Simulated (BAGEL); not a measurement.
# triplet CH4BClS: levels of theory compared

We compute a comparison of 4 runs (UHF/STO-3G, UHF/3-21G, ROHF/6-31G*, ROHF/cc-pVDZ) of triplet CH4BClS. 

The calculation is run with BAGEL 1.2.2.

**1. The structure to begin with**

CH4BClS: 8 atoms, total charge 0, spin state triplet. As SMILES of the parent species, `CSBCl`. The shape is that of a PBE0-D4/def2-TZVP optimisation. This is one conformer, not always the lowest. That shape belongs to the parent species and isn't relaxed for this state.

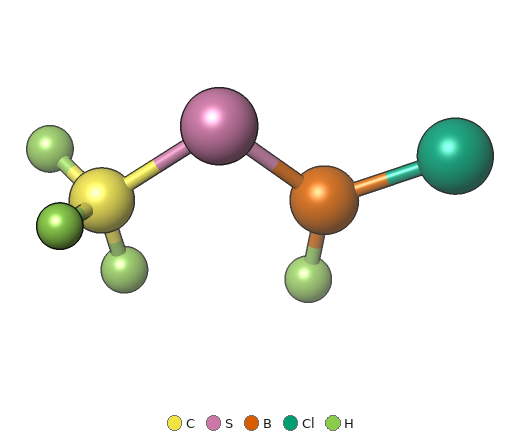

The structure, seen from a chosen angle (carbon yellow, sulfur pink, boron orange, chlorine teal, hydrogen green).

**2. The energy at UHF/STO-3G (density fitting with qzvpp-jkfit) (run 1)**

File input.json:

```json
{ "bagel": [

{
  "title": "molecule",
  "basis": "sto-3g",
  "df_basis": "qzvpp-jkfit",
  "angstrom": "true",
  "geometry": [
    { "atom": "C", "xyz": [   -0.471000,    1.184200,    0.216300 ] },
    { "atom": "S", "xyz": [    0.979400,    0.341100,   -0.461900 ] },
    { "atom": "B", "xyz": [    0.578900,   -1.367600,   -0.269600 ] },
    { "atom": "Cl", "xyz": [    1.728300,   -2.572200,   -0.805600 ] },
    { "atom": "H", "xyz": [   -1.201900,    0.455300,    0.560900 ] },
    { "atom": "H", "xyz": [   -0.157800,    1.812600,    1.049100 ] },
    { "atom": "H", "xyz": [   -0.912200,    1.808700,   -0.559500 ] },
    { "atom": "H", "xyz": [   -0.451500,   -1.719100,    0.214500 ] }
  ]
},
{
  "title": "uhf",
  "nopen": 2
},
{
  "title": "print",
  "file": "orbitals.molden",
  "orbitals": "true"
}

]}
```

Command:

```
BAGEL_NUM_THREADS=1 BAGEL input.json > input.out
```

What it wrote:

```text
* using 1 threads per process

  ===============================================================
  ===============================================================

  *** Geometry ***

  { "atom" : "C", "xyz" : [     -0.890061,      2.237814,      0.408748 ] },
  { "atom" : "S", "xyz" : [      1.850798,      0.644586,     -0.872864 ] },
  { "atom" : "B", "xyz" : [      1.093962,     -2.584389,     -0.509470 ] },
[... 4 lines of this table left out ...]
  { "atom" : "H", "xyz" : [     -0.853211,     -3.248628,      0.405346 ] },

  Number of auxiliary basis functions:      478

  Since a DF basis is specified, we compute 2- and 3-index integrals:
    o Being stored without compression. Storage requirement is 0.004 GB

  Number of basis functions:       32
  Number of electrons      :       48

    * METHOD: MOLECULE                             0.13

  *** Open-shell HF ***

  === Nuclear Repulsion ===
   181.9136159432

      * DIIS with orbital gradients will be used.

  === UHF iteration (sto-3g) ===
      0       -911.70366466          0.02117876           0.03
      1       -911.76408343          0.00599580           0.03
      2       -911.76917048          0.00177218           0.03
[... 10 lines of this table left out ...]
     13       -911.77017526          0.00000001           0.04
    * SCF iteration converged.

    * S^2 (UHF) is 2.0176

    * Permanent dipole moment:
           (    0.727995,    -2.892256,    -0.333997) a.u.

    * METHOD: UHF                                  0.56

    * METHOD: PRINT                                0.00

  ===============================================================
```

Wall time 0.82 s (1 thread of Arm Neoverse V2, shared host).

**3. The energy at UHF/3-21G (density fitting with qzvpp-jkfit) (run 2)**

File job.json:

```json
{ "bagel" : [

{
  "title" : "molecule",
  "basis" : "3-21g",
  "df_basis" : "qzvpp-jkfit",
  "angstrom" : "true",
  "geometry" : [
    { "atom" : "C", "xyz" : [   -0.471000,    1.184200,    0.216300 ] },
    { "atom" : "S", "xyz" : [    0.979400,    0.341100,   -0.461900 ] },
    { "atom" : "B", "xyz" : [    0.578900,   -1.367600,   -0.269600 ] },
    { "atom" : "Cl", "xyz" : [    1.728300,   -2.572200,   -0.805600 ] },
    { "atom" : "H", "xyz" : [   -1.201900,    0.455300,    0.560900 ] },
    { "atom" : "H", "xyz" : [   -0.157800,    1.812600,    1.049100 ] },
    { "atom" : "H", "xyz" : [   -0.912200,    1.808700,   -0.559500 ] },
    { "atom" : "H", "xyz" : [   -0.451500,   -1.719100,    0.214500 ] }
  ]
},
{ "title" : "uhf", "nopen" : 2 },
{ "title" : "print", "file" : "orbitals.molden", "orbitals" : "true" }

]}
```

Command:

```
BAGEL_NUM_THREADS=1 BAGEL job.json > job.out
```

What it wrote:

```text
* using 1 threads per process

  ===============================================================
  ===============================================================

  *** Geometry ***

  { "atom" : "C", "xyz" : [     -0.890061,      2.237814,      0.408748 ] },
  { "atom" : "S", "xyz" : [      1.850798,      0.644586,     -0.872864 ] },
  { "atom" : "B", "xyz" : [      1.093962,     -2.584389,     -0.509470 ] },
[... 4 lines of this table left out ...]
  { "atom" : "H", "xyz" : [     -0.853211,     -3.248628,      0.405346 ] },

  Number of auxiliary basis functions:      478

  Since a DF basis is specified, we compute 2- and 3-index integrals:
    o Being stored without compression. Storage requirement is 0.010 GB

  Number of basis functions:       52
  Number of electrons      :       48

    * METHOD: MOLECULE                             0.14

  *** Open-shell HF ***

  === Nuclear Repulsion ===
   181.9136159432

      * DIIS with orbital gradients will be used.

  === UHF iteration (3-21g) ===
      0       -917.18165995          0.02309849           0.06
      1       -917.24884427          0.00701058           0.06
      2       -917.25694087          0.00255431           0.06
[... 14 lines of this table left out ...]
     17       -917.25917425          0.00000001           0.06
    * SCF iteration converged.

    * S^2 (UHF) is 2.0194

    * Permanent dipole moment:
           (    0.932784,    -2.685310,    -0.430577) a.u.

    * METHOD: UHF                                  1.17

    * METHOD: PRINT                                0.01

  ===============================================================
```

Run time: 1.4 s. Hardware: 1 thread of Arm Neoverse V2, shared host.

Run 3 isn't shown in full; the table further down has it.

**4. A single-point energy at ROHF/cc-pVDZ (density fitting with qzvpp-jkfit) (run 4)**

File calc.json:

```json
{ "bagel": [

{
  "title": "molecule",
  "basis": "cc-pvdz.json",
  "df_basis": "qzvpp-jkfit",
  "angstrom": true,
  "geometry": [
    { "atom": "C", "xyz": [   -0.471000,    1.184200,    0.216300 ] },
    { "atom": "S", "xyz": [    0.979400,    0.341100,   -0.461900 ] },
    { "atom": "B", "xyz": [    0.578900,   -1.367600,   -0.269600 ] },
    { "atom": "Cl", "xyz": [    1.728300,   -2.572200,   -0.805600 ] },
    { "atom": "H", "xyz": [   -1.201900,    0.455300,    0.560900 ] },
    { "atom": "H", "xyz": [   -0.157800,    1.812600,    1.049100 ] },
    { "atom": "H", "xyz": [   -0.912200,    1.808700,   -0.559500 ] },
    { "atom": "H", "xyz": [   -0.451500,   -1.719100,    0.214500 ] }
  ]
},
{
  "title": "rohf",
  "charge": 0,
  "nopen": 2
},
{
  "title": "print",
  "file": "orbitals.molden",
  "orbitals": true
}

]}
```

The basis set cc-pVDZ is read from a file made from the Basis Set Exchange's data (not shown).

Command:

```
BAGEL_NUM_THREADS=1 BAGEL calc.json > calc.out
```

What it wrote:

```text
* using 1 threads per process

  ===============================================================
  ===============================================================

  *** Geometry ***

  { "atom" : "C", "xyz" : [     -0.890061,      2.237814,      0.408748 ] },
  { "atom" : "S", "xyz" : [      1.850798,      0.644586,     -0.872864 ] },
  { "atom" : "B", "xyz" : [      1.093962,     -2.584389,     -0.509470 ] },
[... 4 lines of this table left out ...]
  { "atom" : "H", "xyz" : [     -0.853211,     -3.248628,      0.405346 ] },

  Number of auxiliary basis functions:      478

  Since a DF basis is specified, we compute 2- and 3-index integrals:
    o Being stored without compression. Storage requirement is 0.027 GB

  Number of basis functions:       84
  Number of electrons      :       48

    * METHOD: MOLECULE                             0.19

  *** Open-shell HF ***

  === Nuclear Repulsion ===
   181.9136159432

      * DIIS with orbital gradients will be used.

  === ROHF iteration (cc-pvdz.json) ===
      0       -921.68313629          0.02229958           0.11
      1       -921.79409994          0.00799339           0.11
      2       -921.80848044          0.00326639           0.11
[... 14 lines of this table left out ...]
     17       -921.81162897          0.00000001           0.11
    * SCF iteration converged.

    * S^2 (ROHF) is 2.0000

    * Permanent dipole moment:
           (    0.717255,    -2.479052,    -0.330000) a.u.

    * METHOD: ROHF                                 2.10

    * METHOD: PRINT                                0.01

  ===============================================================
```

Run time: 2.4 s. Hardware: 1 thread of Arm Neoverse V2, shared host.

**5. All runs side by side**

| run | level | energy (Eh) | dipole moment (D) | ⟨S²⟩ | wall time |
| --- | --- | --- | --- | --- | --- |
| 1 | UHF/STO-3G (density fitting with qzvpp-jkfit) | -911.770175 | 7.63 | 2.018 | 0.82 s |
| 2 | UHF/3-21G (density fitting with qzvpp-jkfit) | -917.259174 | 7.31 | 2.019 | 1.4 s |
| 3 | ROHF/6-31G* (density fitting with qzvpp-jkfit, spherical functions) | -921.761063 | 6.90 | 2.000 | 2 s |
| 4 | ROHF/cc-pVDZ (density fitting with qzvpp-jkfit) | -921.811629 | 6.61 | 2.000 | 2.4 s |

**6. Summary of results**

| quantity | value |
| --- | --- |
| run 4: total energy | -921.81163 Eh |
| run 4: dipole moment | 6.61 D |
| run 4: ⟨S²⟩ | 2.000 |

In words: The dipole moment (its size) runs from 6.61 D (ROHF/cc-pVDZ) to 7.63 D (UHF/STO-3G). The two ends differ in method and basis. In run 1 the basis is minimal, so the values are rough. All runs together took 6.8 s, the longest 2.4 s.
